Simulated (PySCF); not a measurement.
# ClF₄: frequency calculation

- system: ClF₄, multiplicity 2
- method: UKS-based PBE, Cl def2-SVP, F def2-SVP; non-relativistic Hamiltonian; density fitting (PySCF 2.14.0)

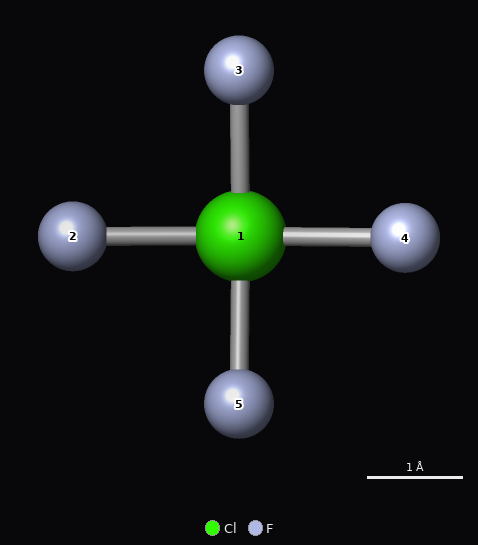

Fig. 1: The structure (ball-and-stick view, seen on its broad side; atoms are numbered from 1 in the order of the input).

Results in brief

```json
{"quantity": "outcome", "value": "converged"}
{"quantity": "total energy", "value": "−858.241519 hartree"}
{"quantity": "⟨S²⟩", "value": "0.752"}
{"quantity": "zero-point energy", "value": "0.007680 hartree"}
{"quantity": "dipole moment", "value": "0.66 D"}
{"quantity": "wavenumbers, lowest and highest", "value": "131 and 602 cm⁻¹"}
{"quantity": "hardware", "value": "2 threads of AMD EPYC (Zen 5), 128 GiB of memory available, shared host"}
{"quantity": "wall time", "value": "18 s (CPU time 39 s)"}
{"quantity": "peak memory", "value": "1 GiB"}
```

Input
```python
from pyscf import gto, scf, dft
mol = gto.M(atom='''
Cl     0.000000     0.000000     0.141628
F      1.756844    -0.000000    -0.065786
F     -0.000000     1.756844    -0.065786
F     -1.756844     0.000000    -0.065786
F     -0.000000    -1.756844    -0.065786''',
    basis={'Cl': 'def2-SVP', 'F': 'def2-SVP'},
    charge=0, spin=1)
mf = dft.UKS(mol, xc='PBE')
mf.grids.atom_grid = (75, 302)
aux = {'Cl': 'def2-universal-JKFIT', 'F': 'def2-universal-JKFIT'}
mf = mf.density_fit(auxbasis=aux)
mf.conv_tol = 1e-09
mf.diis_space = 10
mf.max_cycle = 60
mf.verbose = 4
mf.kernel()
```

The script is an equivalent of the set-up of the self-consistent field. The run itself was carried out by a driver, which started from the orbitals of the step before it where there was one and computed the further properties.

Launch command:
```bash
OMP_NUM_THREADS=2 python axn.py task.json out
```

Log
```
init E= -858.241519424548
  alpha nocc = 27  HOMO = -0.313934790195072  LUMO = -0.1466320485848
  beta  nocc = 26  HOMO = -0.336962759077112  LUMO = -0.282347709563501
  HOMO = -0.313934790195  LUMO = -0.282347709564  gap/eV = 0.85953
cycle= 1 E= -858.241519422536  delta_E= 2.01e-09  |g|= 7.16e-05  |ddm|= 8.06e-05
  alpha nocc = 27  HOMO = -0.313934529927407  LUMO = -0.146639705193227
  beta  nocc = 26  HOMO = -0.336962975045859  LUMO = -0.282347432215587
  HOMO = -0.313934529927  LUMO = -0.282347432216  gap/eV = 0.85953
cycle= 2 E= -858.24151938491  delta_E= 3.76e-08  |g|= 0.000309  |ddm|= 0.000348
  alpha nocc = 27  HOMO = -0.31393460410238  LUMO = -0.146629035068666
  beta  nocc = 26  HOMO = -0.336962806783731  LUMO = -0.282347512756861
  HOMO = -0.313934604102  LUMO = -0.282347512757  gap/eV = 0.85953
cycle= 3 E= -858.241519424636  delta_E= -3.97e-08  |g|= 8.59e-06  |ddm|= 0.000283
  alpha nocc = 27  HOMO = -0.31393463590488  LUMO = -0.146629147353447
  beta  nocc = 26  HOMO = -0.336962762073323  LUMO = -0.282347547088279
  HOMO = -0.313934635905  LUMO = -0.282347547088  gap/eV = 0.85953
cycle= 4 E= -858.241519424665  delta_E= -2.93e-11  |g|= 1.98e-06  |ddm|= 7.97e-06
  alpha nocc = 27  HOMO = -0.313934720479558  LUMO = -0.146629398466674
  beta  nocc = 26  HOMO = -0.336962728182711  LUMO = -0.282347635067276
  HOMO = -0.31393472048  LUMO = -0.282347635067  gap/eV = 0.85953
Extra cycle  E= -858.24151942463  delta_E= 3.5e-11  |g|= 8.9e-06  |ddm|= 9.02e-06
converged SCF energy = -858.24151942463  <S^2> = 0.75226106  2S+1 = 2.0022598
```

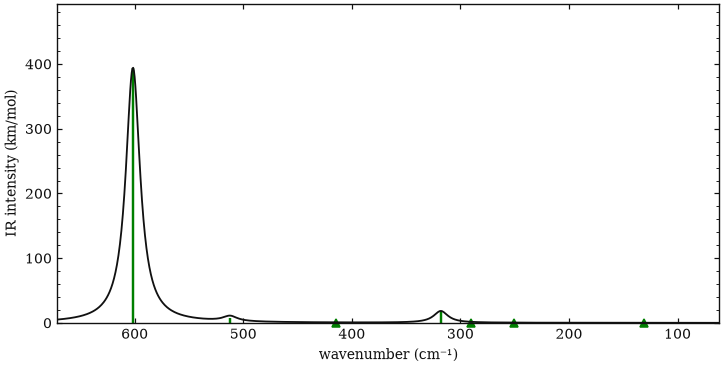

Fig. 2: Harmonic infrared spectrum, unscaled: sticks (degenerate modes added up, dark ones marked on the axis) with a Lorentzian envelope of 16 cm⁻¹ full width, scaled to the tallest stick. 9 modes from 131 to 602 cm⁻¹, none imaginary. The strongest line is at 602 cm⁻¹ (394 km/mol). All modes, in cm⁻¹ (km/mol): 131 (0.0), 251 (0.1), 251 (0.1), 290 (0.0), 318 (18.1), 415 (0.0), 512 (8.2), 602 (197), 602 (197).

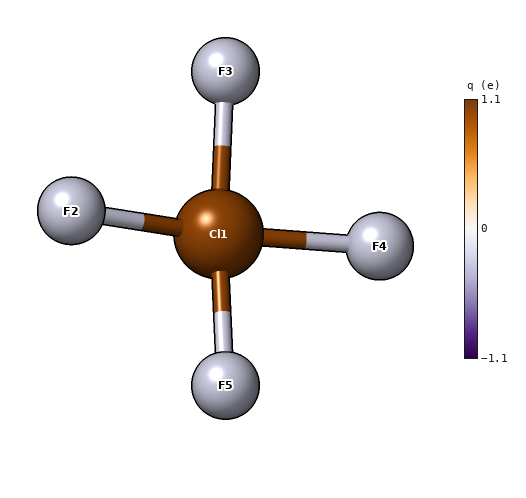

Fig. 3: Mulliken charges, as the colour of each atom (ball-and-stick view, seen at a tilt; atoms are numbered from 1 in the order of the input). By element: Cl +1.01 and F −0.25 e.
